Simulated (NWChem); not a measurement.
# CH2NOSi (SMILES O=C=N[SiH2]): levels of theory compared

We compute a comparison of 5 runs (UHF/6-311+G**, UB3LYP/6-311+G**, UPBE/6-311+G**, UPBE0/6-311+G**, UMP2/6-311+G**) of CH2NOSi. 

The calculation is run with NWChem 7.3.0.

1 further run of the same task is left out (set aside as unsound or not needed).

## 1. The system as given

The species is CH2NOSi (6 atoms), meant as a doublet with charge 0. SMILES: `O=C=N[SiH2]`. The coordinates come from a PBE0-D4/def2-TZVP relaxation.

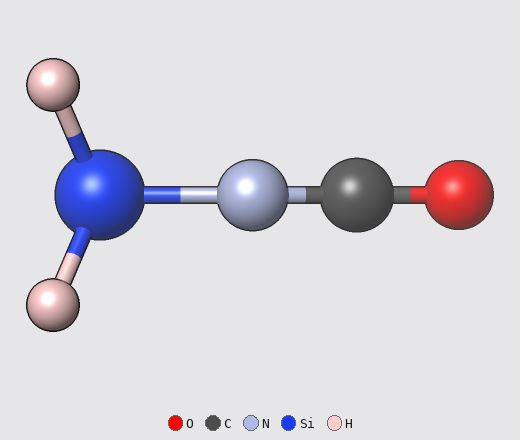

The structure, seen from a chosen angle (oxygen red, carbon dark grey, nitrogen light blue, silicon blue, hydrogen pink).

## 2. Energy and gradient at UHF/6-311+G(d,p) (run 1)

File ch2nosi.nw:

```
start ch2nosi
memory total 2200 mb
charge 0

geometry noautosym nocenter noautoz
 O     1.089700   -2.025700    1.610400
 C     0.648500   -1.177800    0.945400
 N     0.216300   -0.284900    0.279200
 Si   -0.683300    0.591600   -0.875300
 H     0.261300    1.214200   -1.839100
 H    -1.490500    1.618700   -0.166800
end

basis "ao basis" spherical bse
 O library 6-311+G**
 C library 6-311+G**
 N library 6-311+G**
 Si library 6-311+G**
 H library 6-311+G**
end

scf
 doublet
 uhf
 thresh 1e-08
 maxiter 80
 noprint "final vectors analysis"
end

task scf gradient
```

Command:

```
nwchem ch2nosi.nw > ch2nosi.out
```

The log of the run:

```text
[...]
  functions       =   108
[...]
  wavefunction    = UHF
[...]
         Total SCF energy =   -457.332858028587
      One electron energy =   -888.333709452135
      Two electron energy =    300.862528686166
 Nuclear repulsion energy =    130.138322737382
                       Sz =      0.5000
                 Sz(Sz+1) =      0.7500
                      S^2 =      0.7545
[...]
                         UHF ENERGY GRADIENTS
    atom               coordinates                        gradient
                 x          y          z           x          y          z
   1 O       2.059234  -3.828018   3.043215    0.016685  -0.031347   0.024973
   2 C       1.225487  -2.225719   1.786547   -0.004359   0.003363  -0.005376
   3 N       0.408748  -0.538383   0.527611   -0.015552   0.032605  -0.024089
   4 Si     -1.291250   1.117962  -1.654077    0.002126  -0.009454   0.004552
   5 H       0.493785   2.294505  -3.475395    0.003339   0.001782  -0.002693
   6 H      -2.816637   3.058899  -0.315206   -0.002240   0.003051   0.002633
[...]
```

Wall time 35 s (1 thread of Intel Xeon 6975P-C (Granite Rapids), shared host); peak memory 0.097 GiB.

## 3. Energy and forces at UB3LYP/6-311+G(d,p) (run 2)

File ch2nosi.nw:

```
start ch2nosi
memory stack 880 mb heap 220 mb global 1100 mb

geometry noautosym nocenter noautoz
O     1.089700   -2.025700    1.610400
C     0.648500   -1.177800    0.945400
N     0.216300   -0.284900    0.279200
Si   -0.683300    0.591600   -0.875300
H     0.261300    1.214200   -1.839100
H    -1.490500    1.618700   -0.166800
end

basis spherical bse
* library 6-311+G**
end

dft
xc b3lyp
mult 2
grid fine
convergence energy 1e-08
iterations 100
mulliken
print medium
end

task dft gradient
```

Command:

```
nwchem ch2nosi.nw > ch2nosi.out
```

The log of the run:

```text
[...]
          Wavefunction type:  spin polarized.
          No. of atoms     :     6
          No. of electrons :    37
[...]
          Charge           :     0
          Spin multiplicity:     2
[...]
          AO basis - number of functions:   108
[...]
              XC Information
              --------------
                         B3LYP Method XC Potential
                     Hartree-Fock (Exact) Exchange  0.200
                        Slater Exchange Functional  0.800 local
                    Becke 1988 Exchange Functional  0.720 non-local
              Lee-Yang-Parr Correlation Functional  0.810
                  VWN I RPA Correlation Functional  0.190 local
[...]
 d= 0,ls=0.0,diis     1   -458.7354242124 -5.89D+02  5.42D-03  3.40D-01     2.0
[...]
 d= 0,ls=0.0,diis    12   -458.8410672816 -1.90D-09  2.88D-07  2.02D-09    20.8
[...]
         Total DFT energy =     -458.841067281617
      One electron energy =     -889.051945147629
           Coulomb energy =      342.693988457747
    Exchange-Corr. energy =      -42.621433329117
 Nuclear repulsion energy =      130.138322737382
[...]
      <S2> =      0.7517 (Exact =     0.7500)
[...]
  wavefunction    = open shell
                         DFT ENERGY GRADIENTS
    atom               coordinates                        gradient
                 x          y          z           x          y          z
   1 O       2.059234  -3.828018   3.043215   -0.004133   0.008267  -0.006313
   2 C       1.225487  -2.225719   1.786547    0.000236  -0.002311   0.000803
   3 N       0.408748  -0.538383   0.527611   -0.000651  -0.000608  -0.000545
   4 Si     -1.291250   1.117962  -1.654077    0.004466  -0.005247   0.005983
   5 H       0.493785   2.294505  -3.475395   -0.000023  -0.000027   0.000097
   6 H      -2.816637   3.058899  -0.315206    0.000106  -0.000074  -0.000026
[...]
```

Wall time 31 s (1 thread of Intel Xeon 6975P-C (Granite Rapids), shared host); peak memory 0.12 GiB.

Runs 3 to 4 aren't shown in full; the table further down has their settings and results.

## 4. Energy and gradient at UMP2/6-311+G(d,p) (run 5)

File sp.nw:

```
start sp
memory stack 880 mb heap 220 mb global 1100 mb

geometry units angstrom noautosym nocenter noautoz
  O        1.089700      -2.025700       1.610400
  C        0.648500      -1.177800       0.945400
  N        0.216300      -0.284900       0.279200
  Si      -0.683300       0.591600      -0.875300
  H        0.261300       1.214200      -1.839100
  H       -1.490500       1.618700      -0.166800
end

basis spherical bse
  O library 6-311+G**
  C library 6-311+G**
  N library 6-311+G**
  Si library 6-311+G**
  H library 6-311+G**
end

scf
  doublet
  uhf
  thresh 1e-08
  maxiter 80
  print medium
end

mp2
  freeze core 8
  tight
end

task mp2 gradient
```

Command:

```
nwchem sp.nw > sp.out
```

The log of the run:

```text
[...]
  functions       =   108
[...]
  wavefunction    = UHF
[...]
         Total SCF energy =   -457.332858028587
      One electron energy =   -888.333709452135
      Two electron energy =    300.862528686166
 Nuclear repulsion energy =    130.138322737382
                       Sz =      0.5000
                 Sz(Sz+1) =      0.7500
                      S^2 =      0.7545
[...]
          Total MP2 energy          -457.902741844158
[...]
                         mp2 ENERGY GRADIENTS
    atom               coordinates                        gradient
                 x          y          z           x          y          z
   1 O       2.059234  -3.828018   3.043215   -0.010676   0.019898  -0.015950
   2 C       1.225487  -2.225719   1.786547    0.001038   0.000059   0.001085
   3 N       0.408748  -0.538383   0.527611    0.004802  -0.014525   0.008486
   4 Si     -1.291250   1.117962  -1.654077    0.003937  -0.010274   0.006650
   5 H       0.493785   2.294505  -3.475395    0.002995   0.001842  -0.002565
   6 H      -2.816637   3.058899  -0.315206   -0.002095   0.002999   0.002294
[...]
```

Wall time 69 s (1 thread of Intel Xeon 6975P-C (Granite Rapids), shared host); peak memory 0.39 GiB.

## 5. All runs side by side

```
run             level  iteration cap  module  energy (Eh)  dipole moment (D)   ⟨S²⟩  largest force (eV/Å)  wall time
  1     UHF/6-311+G**             80     scf  -457.332858               2.36  0.754                 2.233       35 s
  2  UB3LYP/6-311+G**            100     dft  -458.841067               2.04  0.752                 0.576       31 s
  3    UPBE/6-311+G**            100     dft  -458.485834               1.86  0.752                 1.665       32 s
  4   UPBE0/6-311+G**            100     dft  -458.505638               2.05  0.752                 0.264       32 s
  5    UMP2/6-311+G**             80     mp2  -457.902742               2.03  0.754                 1.422       69 s
```

## 6. What came out

| quantity | value |
| --- | --- |
| run 5: total energy | -457.90274 Eh |
| run 5: dipole moment (of the density that the program reports) | 2.03 D |
| run 5: HOMO energy (Hartree–Fock orbitals) (highest over α and β) | -9.28 eV |
| run 5: LUMO energy (Hartree–Fock orbitals) (lowest over α and β) | 0.52 eV |
| run 5: correlation energy (8 core orbitals frozen) | -569.9 mEh |
| run 5: ⟨S²⟩ of the reference determinant | 0.754 |
| run 5: largest force on an atom | 1.422 eV/Å |

What this shows: The dipole moment (its size) runs from 1.86 D (UPBE/6-311+G**) to 2.36 D (UHF/6-311+G**). Totals of different functionals can't be ranked against each other. All runs together took 3.3 min, the longest 69 s.
